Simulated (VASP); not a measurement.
Band structure of TeSe₂ (space group C2). These are HSE06 screened hybrid, VASP's PBE PAW potentials (set 64) (plane waves; VASP) values and carry that method's errors.

The path is coarsely sampled, so an indirect gap can come out somewhat too large. Without a dispersion term in the relaxation, distances and binding between the weakly bound layers, chains or molecules are unreliable, and so is what depends on them. Unless said otherwise, spin-orbit coupling is left out, though it shifts the bands of the heavy elements here.

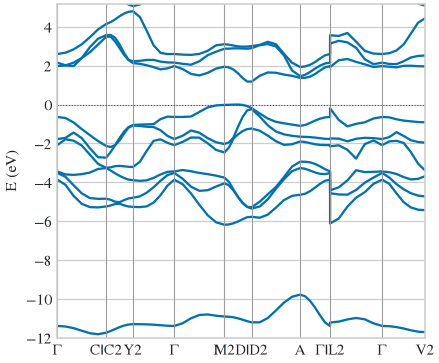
Bands along high-symmetry lines, zero at the valence-band maximum or, without a gap, the Fermi level

Q: Read the plot: is there a gap, and where are the band edges?

A: The gap is indirect, 1.18 eV, from the valence maximum at M2-D at 0.50 to the conduction minimum at D.

The structure comes from a computed database's TeSe2 entry (C2); how it stands against other phases isn't given here. It was relaxed first. The cell's shape comes from a PBE relaxation.
